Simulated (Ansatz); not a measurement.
## In (I4/mmm, 1 atom in the cell): phonons and vibrational spectra

Wanted: vibrations and spectra of In (I4/mmm, 1 atom in the cell); the cell is already relaxed.

Method: DFT PBEsol, scalar-relativistic, plane waves, PAW; PAW set soft_1, in Ansatz 0.2.0.

**1. The structure**

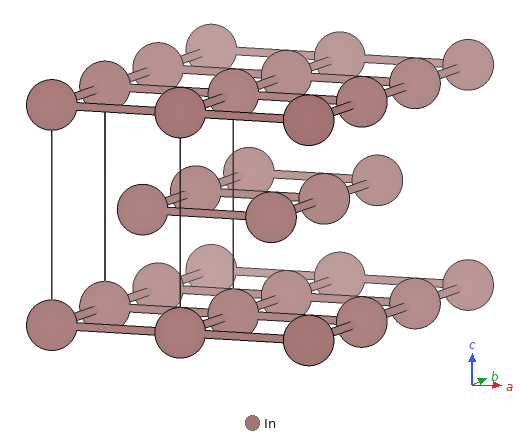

The starting structure, seen slightly off an axis (indium brown). 2×3×1 cells are drawn. This picture shows the conventional cell, with its axes. Some periodic images of atoms are drawn too.

**2. Response at finite wavevector**

The cell comes from relaxations at this level that are not shown. Stability and thermal properties need the whole zone. Linear response on a 4×4×4 q mesh gives force constants as far as a supercell of that size would.

The input, input.yaml:

```yaml
crystal:
  lattice:
    - [-1.5861972187, 1.5861972187, 2.5396350987]
    - [1.5861972187, -1.5861972187, 2.5396350987]
    - [1.5861972187, 1.5861972187, -2.5396350987]
  atoms:
    - { symbol: In, position: [0.0, 0.0, 0.0] }
kpoints:
  mp_grid: { grid: [20, 20, 20] }
hamiltonian:
  xc: pbesol
  pseudopotentials: { kind: paw, azcp: { folder: soft_1 }, xc_functional: pbe }
scf:
  occupations: { method: methfessel_paxton, width: 0.2 }
output:
  eigenvalues: true
phonons:
  method: dfpt
  qmesh: [4, 4, 4]
  temperatures: { t_max: 1000, t_step: 50 }
  qpath:
    path:
      - [[0.0, 0.0, 0.0], [0.0, 0.0, 0.5], [0.25, 0.25, 0.25], [0.0, 0.5, 0.0], [0.0, 0.0, 0.0], [0.5, 0.5, -0.5], [0.34752405, 0.65247595, -0.34752405]]
      - [[-0.34752405, 0.34752405, 0.34752405], [0.0, 0.0, 0.0]]
      - [[0.0, 0.0, 0.5], [-0.1950481, 0.1950481, 0.5]]
      - [[0.5, 0.5, -0.1950481], [0.5, 0.5, -0.5]]
    npoints: 10
```

Run with:

```console
$ ansatz run input.yaml --threads 4 --pin off --max-ram 10240MiB --backend cpu --events-out ev --progress --plain --runs-dir out
```

Numbers of over 12 decimals in the logs are rounded to 6 here.

The log of the run:

```text
Engine: ansatz 0.2.0, aarch64-unknown-linux-gnu
Pseudopotentials: kind: paw
Pseudopotential: In, paw, valence charge 13, recommended cutoff 420 eV (normal), soft_1/In.paw.azcp
Functional definition: PBEsol
  exchange = pbesol_x
  correlation = pbesol_c
Crystal: 1 atoms, lattice volume = 25.559 Å³
Basis set: ecut = 420 eV, 501 PW (Γ), exchange–correlation on 48×48×48 points (8 copies of the dense FFT grid, shifted against one another)
Bands: 11, of which v1, the nominal top of the filled ones, is band 7 counted from 1 (6 counted from 0)
Symmetry: 16 space group operations
k-points: 641 of 8000
Non-local potential: In, projectors of the file, l = 0: 2, l = 1: 2, l = 2: 2, l = 3: 1
PAW form: soft (Blöchl's): semilocal exchange-correlation on the pseudo side does not see the compensation charge
PAW frozen core: In, regenerated for the run's functional, and the local potential with it (the file was generated under x = pbe(κ = 0.804, μ = 0.219515), c = pbe(β = 0.066725))
PAW one-centre angular grid: In, 590 points (default); XC on 64 Gauss nodes
Initial density: superposition of atomic densities (chi_scale 0.1, normalization cell)
Initial wavefunctions: pseudopotential atomic-orbital guess
Functional: x = pbesol(κ = 0.804, μ = 0.123457), c = pbesol(β = 0.046)
SCF iter   1: F=—  HF=-5525.508027 eV  |F-HF|=—  |Δ(HF+E_count)|=         —  Δρ=1.62e-2  dr2=9.25e-2  ethr=3.10e-3  ⟨swp⟩=5.1  Hψ=44127  notcnv=0
preconditioner: auto → none  [metal: Δε(μ)=0.011 eV  Ē_g=19.370 eV  σ=0.200 eV  W_gap=0.05  n_scr=8 (ndim 8)  ℏωp=26.5 eV  f_vac=0.000  D(μ)=0.43/eV (n_scr^D=0)  sad-step TF]
SCF iter   2: F=—  HF=-5525.475937 eV  |F-HF|=—  |Δ(HF+E_count)|=   3.21e-2  S|Δr|=    0.00e0  Δρ=9.79e-3  dr2=2.83e-2  ethr=7.12e-4  ⟨swp⟩=1.3  Hψ=12710  notcnv=0  defer=1
SCF iter   3: F=—  HF=-5525.469209 eV  |F-HF|=—  |Δ(HF+E_count)|=   6.73e-3  S|Δr|=    0.00e0  Δρ=1.80e-3  dr2=6.83e-4  ethr=2.18e-4  ⟨swp⟩=2.1  Hψ=10932  notcnv=0  defer=21
SCF iter   4: F=—  HF=-5525.469130 eV  |F-HF|=—  |Δ(HF+E_count)|=   7.98e-5  S|Δr|=    0.00e0  Δρ=7.61e-5  dr2=5.64e-7  ethr=5.25e-6  ⟨swp⟩=1.6  Hψ=11223  notcnv=0  defer=205
SCF iter   5: F=—  HF=-5525.469130 eV  |F-HF|=—  |Δ(HF+E_count)|=   1.24e-7  S|Δr|=    0.00e0  Δρ=1.25e-5  dr2=2.30e-8  ethr=4.34e-9  ⟨swp⟩=2.0  Hψ=11053  notcnv=0  defer=205
SCF iter   6: F=—  HF=-5525.469130 eV  |F-HF|=—  |Δ(HF+E_count)|=   4.65e-9  S|Δr|=    0.00e0  Δρ=1.89e-6  dr2=8.04e-10  ethr=1.77e-10  ⟨swp⟩=2.0  Hψ=10938  notcnv=0  defer=205
SCF iter   7: F=-5525.469130 eV  HF=-5525.469130 eV  |F-HF|=1.18e-11  |Δ(HF+E_count)|=  4.26e-10  S|Δr|=    0.00e0  Δρ=2.19e-7  dr2=9.95e-12  ethr=1.00e-12  ⟨swp⟩=6.7  Hψ=33719  notcnv=0
SCF 1 converged in 7 iterations: F = -5525.469130 eV  dr2 = 9.95e-12
  greatest PAW one-centre occupation: 0.981 electrons in one spin orbital (limit 2), on the In atom at site 0 (counted from 0), in its partial waves of l = 2
NSCF: frozen V_eff on 641 k-points
WARN: eigensolver did not converge in 20 slots of this pass, the one above among them; of largest residual over every band (k=602): 1 band(s) unlocked (lowest unlocked band 10, counted from 0; max residual 3.82e-4 eV among the unlocked bands, 3.82e-4 eV over every band); of lowest unlocked band (k=0): band 10
NSCF: frozen V_eff on 1166 k-points
DFPT response loops at q = (0, 0, 0) (fractional): preconditioner auto → Kerker (q_TF=auto, 2.438 Å⁻¹) (partly filled bands, converged f_vac=0.000); β = 1.00, the filter's whole step (`scf.mixing.beta` (0.50) is not read by the response loops under this deck's `scf.mixing.preconditioner`; to damp them name `kerker` or `kerker_dos`, under which they read `scf.mixing.beta`, and type it under 1.00, their step now; both keys bind the ground state too); Broyden in place of MSR1
NSCF: frozen V_eff on 8400 k-points
DFPT response loops at q = (0, 0, 0.25) (fractional): mixed as the last ones told, above
NSCF: frozen V_eff on 4224 k-points
DFPT response loops at q = (0, 0, -0.5) (fractional): mixed as the last ones told, above
NSCF: frozen V_eff on 8400 k-points
DFPT response loops at q = (0, 0.25, 0) (fractional): mixed as the last ones told, above
NSCF: frozen V_eff on 16000 k-points
DFPT response loops at q = (0, 0.25, 0.25) (fractional): mixed as the last ones told, above
NSCF: frozen V_eff on 4224 k-points
DFPT response loops at q = (0, -0.5, 0) (fractional): mixed as the last ones told, above
NSCF: frozen V_eff on 16000 k-points
DFPT response loops at q = (0, -0.5, 0.25) (fractional): mixed as the last ones told, above
NSCF: frozen V_eff on 4060 k-points
DFPT response loops at q = (0.25, 0.25, 0.25) (fractional): mixed as the last ones told, above
NSCF: frozen V_eff on 4420 k-points
DFPT response loops at q = (0.25, 0.25, -0.25) (fractional): mixed as the last ones told, above
NSCF: frozen V_eff on 8400 k-points
DFPT response loops at q = (0.25, -0.5, -0.5) (fractional): mixed as the last ones told, above
NSCF: frozen V_eff on 4420 k-points
DFPT response loops at q = (0.25, -0.25, 0.25) (fractional): mixed as the last ones told, above
NSCF: frozen V_eff on 8400 k-points
DFPT response loops at q = (0.25, -0.25, -0.5) (fractional): mixed as the last ones told, above
NSCF: frozen V_eff on 2332 k-points
DFPT response loops at q = (-0.5, -0.5, -0.5) (fractional): mixed as the last ones told, above
SCF converged after 7 iterations
Stability not checked: this state was not tested for a lower state beside it, because cold or Methfessel-Paxton smearing, or corrected tetrahedra, fill the levels in a way that the test cannot read (fill_not_monotonic; see scf.lower_state_search)
Free energy (F): -5525.469130 eV
Harris-Foulkes:  -5525.469130 eV  (|F-HF|=1.18e-11)
Internal energy: -5525.469130 eV  (E = F + TS)
E sigma→0 (E₀):  -5525.469130 eV
Entropy (-TS):   0.000000 eV (0.000 meV/atom)
Fermi energy:    10.494071 eV
--- Per-component energies (eV) ---
  E_band       = -19.940546
  E_kinetic    = 217.165553
  E_local      = -999.402193  (includes V_loc(G=0)·N_el)
  E_nonlocal   = 328.008024
  E_hartree    = 398.941163
  E_xc         = -142.741936
  E_vxc        = -90.779853  (∫ρ·V_xc dr)
  E_paw        = -4135.134762  (= ΣΔE_a)
  E_vpaw       = -272.814659  (= ΣTr[D̂ρ^β])
  E_aug_tail   = 0.000133  (compensation charges beyond the density's cutoff)
  E_ewald      = -1192.541014
  E_core_change = 0.235903  (= ΣΔE_core)
  E_smearing   = 0.000000  (= −TS)
  E_closure    = 0.000000  (closes the sum)
  Σ components = -5525.469130   (vs F -5525.469130, Δ=0.00e0)
--- Band table (eV; the first three rows and the last of 641) ---
  k-point 0: bands = [... 3 lower, -4.0065, -3.8166, 0.7675, 21.2340, 21.2340, 21.4597, 22.2210, 24.5248]
  k-point 1: bands = [... 3 lower, -4.0018, -3.8228, 0.8479, 20.6721, 20.9149, 20.9246, 21.8265, 24.5630]
  k-point 2: bands = [... 3 lower, -3.9892, -3.8410, 1.0903, 19.5605, 19.8642, 20.1779, 21.0778, 24.8282]
  k-point 640: bands = [... 3 lower, -3.7157, -3.7157, 6.9981, 7.4488, 15.7794, 15.7794, 19.2491, 19.4119]
--- Phonons (Γ-DFPT): 2 representative perturbations + reference (Σ response iterations 6) ---
  ASR residual: 3.963e-5 → 0.000e0 eV/Å²; symmetrization residual: 1.118e-12 eV/Å²
  ASR residual per site (eV/Å²): 3.96e-5
  Γ frequencies (cm⁻¹): 0.00 0.00 0.00
--- Phonons (arbitrary-q DFPT): 13 irreducible q on the 4×4×4 mesh ---
  q = [0.0000, 0.0000, 0.0000] (star 1, of the zone-centre solve; hermiticity 2.53e-8, symmetrization 2.65e-8): -0.00 0.00 0.00
  q = [0.0000, 0.0000, 0.2500] (star 4, 2 solved perturbations in 6410 linear systems a pass and spin channel, the states on 4200 of 8000 k-point pairs; hermiticity 4.82e-13, symmetrization 1.34e-12): 30.04 53.54 82.42
  q = [0.0000, 0.0000, -0.5000] (star 2, 2 solved perturbations in 3278 linear systems a pass and spin channel, the states on 2112 of 8000 k-point pairs; hermiticity 2.78e-8, symmetrization 1.41e-8): 40.92 85.72 118.97
  q = [0.0000, 0.2500, 0.0000] (star 8, 3 solved perturbations on 4200 of 8000 k-point pairs; hermiticity 3.81e-7, symmetrization 7.62e-13): 19.09 28.42 79.55
  q = [0.0000, 0.2500, 0.2500] (star 16, 3 solved perturbations on 8000 of 8000 k-point pairs: no pair is spared here; hermiticity 5.76e-6, symmetrization 1.69e-16): 47.26 70.19 112.18
  q = [0.0000, -0.5000, 0.0000] (star 4, 3 solved perturbations on 2112 of 8000 k-point pairs; hermiticity 1.83e-7, symmetrization 1.75e-9): 19.57 40.34 119.02
  q = [0.0000, -0.5000, 0.2500] (star 8, 2 solved perturbations in 12200 linear systems a pass and spin channel, the states on 8000 of 8000 k-point pairs; hermiticity 9.41e-7, symmetrization 1.17e-14): 41.76 74.13 91.96
  q = [0.2500, 0.2500, 0.2500] (star 2, 2 solved perturbations in 3146 linear systems a pass and spin channel, the states on 2030 of 8000 k-point pairs; hermiticity 3.26e-13, symmetrization 2.67e-13): 49.65 104.85 104.85
  q = [0.2500, 0.2500, -0.2500] (star 2, 2 solved perturbations in 3420 linear systems a pass and spin channel, the states on 2210 of 8000 k-point pairs; hermiticity 4.35e-13, symmetrization 4.73e-13): 26.14 26.14 74.40
  q = [0.2500, -0.5000, -0.5000] (star 8, 3 solved perturbations on 4200 of 8000 k-point pairs; hermiticity 9.17e-7, symmetrization 3.70e-8): 31.91 71.72 98.12
  q = [0.2500, -0.2500, 0.2500] (star 4, 3 solved perturbations on 2210 of 8000 k-point pairs; hermiticity 2.49e-13, symmetrization 2.12e-13): 24.83 63.46 110.44
  q = [0.2500, -0.2500, -0.5000] (star 4, 2 solved perturbations in 6410 linear systems a pass and spin channel, the states on 4200 of 8000 k-point pairs; hermiticity 1.93e-8, symmetrization 2.32e-8): 72.42 79.64 90.78
  q = [-0.5000, -0.5000, -0.5000] (star 1, 2 solved perturbations in 1807 linear systems a pass and spin channel, the states on 1166 of 8000 k-point pairs; hermiticity 3.00e-9, symmetrization 1.11e-9): 42.32 42.32 101.29
  sum rule: each row above includes the acoustic sum rule's correction from the zone centre's row sums; it moved no ω² by more than (0.31 cm⁻¹)²
  mesh force constants: q→R imaginary residual 0.00e0; ASR residual 3.963e-5 → 0.000e0 eV/Å²; symmetrization residual 6.661e-16 eV/Å²
  interpolated dispersion: 94 rows × 3 modes
  density of states and harmonic sums: on the 24×24×28 q-mesh, interpolated from the force constants of a 4×4×4 supercell (no non-analytic term)
  largest difference from the sums on the solved wave vectors: F 1.07e-2 eV, S 1.48e-5 and C_V 4.02e-6 eV/K
  zero-point energy: 0.012266 eV/cell   skipped modes (ω ≤ 0): 3   left out of the sums: 6.20e-5 of the cell's modes: C_V's classical limit lies that fraction below 3 k_B per atom; for a crystal, a wire or a layer, F and S can be off by more, and a phonons.interpolated_qmesh denser along its periods is the remedy for the sampling
```

It took 8.7 min on 4 threads of Arm Neoverse V1, shared host; peak memory 5 GiB.

Numbers from this step:

| Item | Value |
| --- | --- |
| volume per atom | 25.56 Å³ |
| gap on the k-mesh | 0 eV |
| sum-rule residual before enforcement | 3.96e-5 eV/Å² |
| lowest frequency on the path | 0 cm⁻¹ |
| highest frequency on the path or at a solved wavevector | 119.0 cm⁻¹ |
| mean frequency | 66 cm⁻¹ |
| Debye temperature (second moment) | 134 K |
| logarithmic mean frequency | 58.5 cm⁻¹ |
| lowest mode on the q mesh (acoustic modes at Γ apart) | 19.09 cm⁻¹ |
| zero-point energy per atom | 12.27 meV |
| heat capacity at 300 K | 24.69 J/(mol atoms K) |
| vibrational entropy at 300 K | 56.76 J/(mol atoms K) |

Frequencies (cm⁻¹) solved at each irreducible wavevector; negative means imaginary. Frequencies by wavevector, by row:

| q in reciprocal lattice units | star | mode 1 | mode 2 | mode 3 |
| --- | --- | --- | --- | --- |
| 0 0 0 | 1 | 0 | 0 | 0 |
| 0 0 0.25 | 4 | 30 | 53.5 | 82.4 |
| 0 0 -0.5 | 2 | 40.9 | 85.7 | 119 |
| 0 0.25 0 | 8 | 19.1 | 28.4 | 79.5 |
| 0 0.25 0.25 | 16 | 47.3 | 70.2 | 112.2 |
| 0 -0.5 0 | 4 | 19.6 | 40.3 | 119 |
| 0 -0.5 0.25 | 8 | 41.8 | 74.1 | 92 |
| 0.25 0.25 0.25 | 2 | 49.6 | 104.8 | 104.8 |
| 0.25 0.25 -0.25 | 2 | 26.1 | 26.1 | 74.4 |
| 0.25 -0.5 -0.5 | 8 | 31.9 | 71.7 | 98.1 |
| 0.25 -0.25 0.25 | 4 | 24.8 | 63.5 | 110.4 |
| 0.25 -0.25 -0.5 | 4 | 72.4 | 79.6 | 90.8 |
| -0.5 -0.5 -0.5 | 1 | 42.3 | 42.3 | 101.3 |

Interpolated from a 4×4×4 q mesh. The phonon branches at the labelled points (cm⁻¹):

| point | branch 1 | branch 2 | branch 3 |
| --- | --- | --- | --- |
| Γ | 0 | 0 | 0 |
| X | 41 | 86 | 119 |
| P | 50 | 105 | 105 |
| N | 20 | 40 | 119 |
| Γ | 0 | 0 | 0 |
| M | 42 | 42 | 101 |
| S | 32 | 88 | 99 |
| jump to S0 | 32 | 88 | 99 |
| Γ | 0 | 0 | 0 |
| jump to X | 41 | 86 | 119 |
| R | 69 | 78 | 101 |
| jump to G′ | 69 | 78 | 101 |
| M | 42 | 42 | 101 |

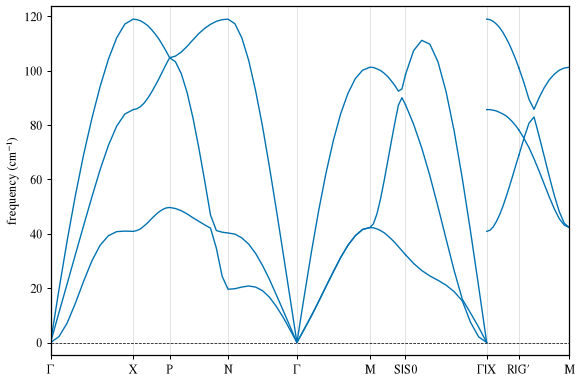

Phonon branches along the path.

The phonon density of states has structure finer than the step of the table below, so its rows give means over 10 cm⁻¹, whole bins alone (the curve runs from 0.5 to 120 cm⁻¹). Peaks (cm⁻¹: height): 46.5: 0.0638, 94.5: 0.0306, 111.5: 0.0599.

Tetrahedra on a 24×24×28 mesh, mean over bins of 1 cm-1. Interpolated from a 4×4×4 q mesh. Table of phonon density of states by wavenumber; means over each step:

| wavenumber (cm⁻¹) | phonon density of states (1/cm⁻¹/cell) |
| --- | --- |
| 10 | 0.00290 |
| 20 | 0.0151 |
| 30 | 0.0288 |
| 40 | 0.0480 |
| 50 | 0.0410 |
| 60 | 0.0236 |
| 70 | 0.0216 |
| 80 | 0.0235 |
| 90 | 0.0247 |
| 100 | 0.0251 |
| 110 | 0.0394 |

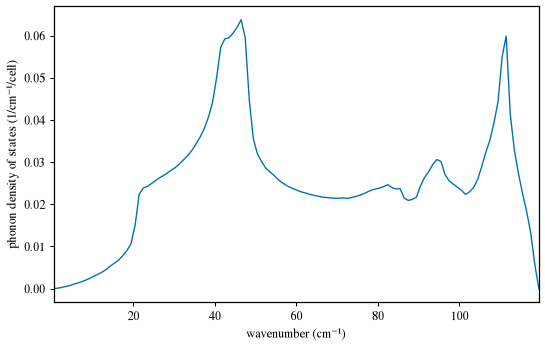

Phonon density of states against wavenumber.

Second derivatives of the energy by pair, one row for each kind of neighbour of each atom listed. Each entry sums the pair over the periodic images of the supercell that the q mesh stands for, and in a polar crystal it holds the long-range dipole part too. Force constants by pair, by row:

| atom | neighbour | distance (Å) | third of the trace (eV/Å²) | along the pair's line (eV/Å²) |
| --- | --- | --- | --- | --- |
| In1 | itself | 0 | 2.209 | – |
| In1 | In | 3.172 | -0.2912 | -1.152 |
| In1 | In | 3.388 | -0.1441 | -0.6084 |
| In1 | In | 4.486 | -0.0201 | -0.0579 |
| In1 | In | 5.079 | -0.0085 | -0.0248 |
| In1 | In | 5.622 | 0.0103 | 0.0306 |
| In1 | In | 5.989 | 0.0057 | 0.0212 |
| In1 | In | 6.345 | 0.0173 | 0.0716 |
| In1 | In | 6.777 | -0.0114 | -0.0228 |

Harmonic thermodynamic functions per atom, from the density of states. Interpolated from a 4×4×4 q mesh. Thermodynamic functions, by row:

| T (K) | F_vib (meV/atom) | S (J/mol-atom/K) | C_V (J/mol-atom/K) |
| --- | --- | --- | --- |
| 0 | 12.27 | 0 | 0 |
| 50 | 8.95 | 15.8 | 18.31 |
| 100 | -3.3 | 30.31 | 22.87 |
| 200 | -44.15 | 46.8 | 24.39 |
| 300 | -98.16 | 56.76 | 24.69 |
| 400 | -160.8 | 63.88 | 24.8 |
| 500 | -230 | 69.42 | 24.85 |
| 600 | -304.4 | 73.95 | 24.88 |
| 700 | -383.1 | 77.79 | 24.9 |
| 800 | -465.5 | 81.12 | 24.91 |
| 900 | -551.1 | 84.05 | 24.91 |
| 1000 | -639.6 | 86.68 | 24.92 |

Harmonic mean-square displacement, third of the trace. Interpolated from a 4×4×4 q mesh. Mean square displacements, by row:

| T (K) | In1 U_eq (Å²) |
| --- | --- |
| 0 | 0.00293 |
| 100 | 0.01311 |
| 300 | 0.03842 |
| 600 | 0.07666 |

Symmetry leaves 13 wavevectors to solve. The lowest mode among them, the acoustic zeros apart, lies at q = (0, 0.25, 0) and is real, 19.1 cm⁻¹.

**3. Isotope substitution**

An isotope changes the mass and not the force constants, so no new electronic calculation is needed; the shifts show which modes move this element.

The same force constants with the mass of In changed from 114.818 to 112.904 u (phonopy, no LO-TO term). Both lists are sorted by frequency. Modes under 3 cm⁻¹ are left out. Isotope shifts, by row:

| q | rank | natural mass (cm⁻¹) | changed mass (cm⁻¹) |
| --- | --- | --- | --- |
| 0 0 0.25 | 1 | 30.04 | 30.29 |
| 0 0 0.25 | 2 | 53.54 | 53.99 |
| 0 0 0.25 | 3 | 82.42 | 83.11 |
| 0 0 -0.5 | 1 | 40.92 | 41.27 |
| 0 0 -0.5 | 2 | 85.72 | 86.45 |
| 0 0 -0.5 | 3 | 119 | 120 |
| 0 0.25 0 | 1 | 19.09 | 19.25 |
| 0 0.25 0 | 2 | 28.42 | 28.66 |
| 0 0.25 0 | 3 | 79.55 | 80.22 |

With one element every mode shifts by +0.84 %.

**4. Results**

* space group (within 0.01 Å): I4/mmm
* volume per atom: 25.6 Å³
* electronic character: no gap on this mesh
* lowest mode on the q mesh (acoustic modes at Γ apart): 19.1 cm⁻¹
* highest frequency on the path or at a solved wavevector: 119 cm⁻¹
* zero-point energy per atom: 12.3 meV
* heat capacity at 300 K: 24.7 J/(mol atoms K)
* vibrational entropy at 300 K: 56.8 J/(mol atoms K)
* Debye temperature (second moment): 134 K
* imaginary modes on the 4×4×4 q mesh: none

The structure is a minimum as far as tested: no mode is imaginary at the 13 irreducible wavevectors of the 4×4×4 mesh, and the softest away from the acoustic zeros lies at 19 cm⁻¹. With no gap, or one that is small against the smearing, the frequencies hang on the k mesh and the smearing, most of all near Kohn anomalies. The PAW files were made for PBE and serve the other functionals too. A phonon run warned that its eigensolver left some bands unconverged in a pass. These are harmonic frequencies at zero temperature: anharmonic shifts, linewidths and thermal expansion are left out.

[Logs are printed without paths, hosts, clocks, repeated set-up lines and the standing remarks that a program may print on its own settings, such as how far it seeks lower states.]

[Hosts, paths, dates, database ids (printed as entryN), source tags and the programs' standing remarks are cut or masked in the printed files.]
